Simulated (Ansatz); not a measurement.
# CHFO (formyl fluoride) at CAM-B3LYP/STO-3G

What is the energy change on altering one bond length of CHFO (formyl fluoride) at CAM-B3LYP/STO-3G? 

The results are computed with Ansatz 0.2.0.

62 further runs of the same task are left out: 2 that didn't finish, 60 set aside as unsound or not needed.

**1. The structure to begin with**

CHFO has 4 atoms, charge 0, and is taken as a singlet. SMILES: `O=CF`. The coordinates come from a PBE0-D4/def2-TZVP relaxation.

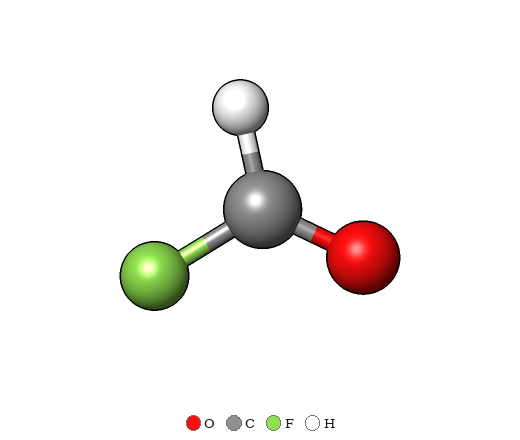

Viewed from a chosen angle; oxygen red, carbon grey, fluorine green, hydrogen white.

**2. The energy at CAM-B3LYP/STO-3G**

The input, molecule.yaml:

```yaml
crystal:
  periodic: [false, false, false]
  atoms:
    - {symbol: O, position_ang: [-0.889340, 0.201180, 0.827740]}
    - {symbol: C, position_ang: [-0.046400, 0.067520, 0.021620]}
    - {symbol: F, position_ang: [0.585200, -1.091810, -0.181820]}
    - {symbol: H, position_ang: [0.350540, 0.823120, -0.667550]}
basis:
  gaussian:
    orbitals: STO-3G
hamiltonian:
  xc: {name: CAM-B3LYP}
accuracy: high
```

Run with:

```sh
$ ansatz run molecule.yaml --threads 1 --pin off --max-ram 3480MiB --events-out events.jsonl --progress --plain --runs-dir runs
```

The log of the run:

```text
Warning: RAYON_NUM_THREADS=1 ignored (pool sized by the plan → 1); use --threads N
Functional definition: CAM-B3LYP
  name "CAM-B3LYP"
  parameter alpha = 0.19
  parameter beta = 0.46
  parameter omega = 0.33/bohr
  parameter ac = 0.81
  exchange = (1 - alpha - beta)*b88_x + beta*b88_x_sr(omega) + alpha*exact_x + beta*exact_x_lr(omega)
  correlation = (1 - ac)*vwn5_c + ac*lyp_c
273 factors; integrals over basis functions are off by at most 4.8e-8 eV
133 factors; integrals over basis functions are off by at most 5.6e-10 eV
mean field evaluation 1: about -5729.2580 eV, gradient 3.4e1 eV
mean field evaluation 2: about -5726.7755 eV, gradient 5.1e1 eV
mean field evaluation 4: about -5732.6999 eV, gradient 1.7e0 eV
mean field evaluation 8: about -5732.6888 eV, gradient 2.4e-2 eV
mean field evaluation 16: about -5732.6888 eV, gradient 2.6e-7 eV
mean field -5732.68879938 eV, -210.6724276210 hartree, gradient 2.8e-8 eV, S^2 0.000000; 0 other end points of the search recorded, 0 dependent functions left out
reference -5732.68880807 eV, -210.6724279404 hartree; 12, 12 occupied and 4, 4 virtual orbitals, 273 factors
Total energy: -5732.68880807 eV, -210.6724279404 hartree
```

Run time: 0.93 s. Hardware: 1 thread of Intel Xeon Platinum 8259CL at 2.50GHz (Skylake/Cascade Lake), shared host; peak memory 0.1 GiB.

**3. The distorted shape at the same level**

The input, run.yaml:

```yaml
crystal:
  periodic: [false, false, false]
  atoms:
    - {symbol: O, position_ang: [-0.988585, 0.012261, 1.000050]}
    - {symbol: C, position_ang: [-0.145645, -0.121399, 0.193930]}
    - {symbol: F, position_ang: [0.485955, -1.280729, -0.009510]}
    - {symbol: H, position_ang: [0.350540, 0.823120, -0.667550]}
basis:
  gaussian:
    orbitals: STO-3G
hamiltonian:
  xc: {name: CAM-B3LYP}
accuracy: high
```

Run with:

```sh
$ ansatz run run.yaml --threads 1 --pin off --max-ram 3480MiB --events-out events.jsonl --progress --plain --runs-dir runs
```

The log of the run:

```text
Warning: RAYON_NUM_THREADS=1 ignored (pool sized by the plan → 1); use --threads N
Functional definition: CAM-B3LYP
  name "CAM-B3LYP"
  parameter alpha = 0.19
  parameter beta = 0.46
  parameter omega = 0.33/bohr
  parameter ac = 0.81
  exchange = (1 - alpha - beta)*b88_x + beta*b88_x_sr(omega) + alpha*exact_x + beta*exact_x_lr(omega)
  correlation = (1 - ac)*vwn5_c + ac*lyp_c
273 factors; integrals over basis functions are off by at most 3.0e-8 eV
134 factors; integrals over basis functions are off by at most 6.8e-10 eV
mean field evaluation 1: about -5728.6368 eV, gradient 3.4e1 eV
mean field evaluation 2: about -5725.5240 eV, gradient 5.4e1 eV
mean field evaluation 4: about -5732.0412 eV, gradient 1.7e0 eV
mean field evaluation 8: about -5732.0172 eV, gradient 2.9e-2 eV
mean field evaluation 16: about -5732.0172 eV, gradient 3.9e-7 eV
mean field -5732.01718481 eV, -210.6477462411 hartree, gradient 6.2e-8 eV, S^2 0.000000; 0 other end points of the search recorded, 0 dependent functions left out
reference -5732.01719370 eV, -210.6477465677 hartree; 12, 12 occupied and 4, 4 virtual orbitals, 273 factors
Total energy: -5732.01719370 eV, -210.6477465677 hartree
```

Wall time 0.93 s (1 thread of Intel Xeon Platinum 8259CL at 2.50GHz (Skylake/Cascade Lake), shared host); peak memory 0.1 GiB.

**4. Outcome**

Level: CAM-B3LYP/STO-3G.

```
                                                         quantity          value
                                        first shape: total energy  -210.67243 Eh
                                    distorted shape: total energy  -210.64775 Eh
energy change with the C2–H4 bond stretched from 1.097 to 1.371 Å       0.672 eV
```

**Reading.** With the C2–H4 bond stretched from 1.097 to 1.371 Å the energy rises by 0.67 eV (15.5 kcal/mol). The first shape isn't relaxed at this level, so the change isn't measured from a minimum. The minimal basis adds a large error of its own.
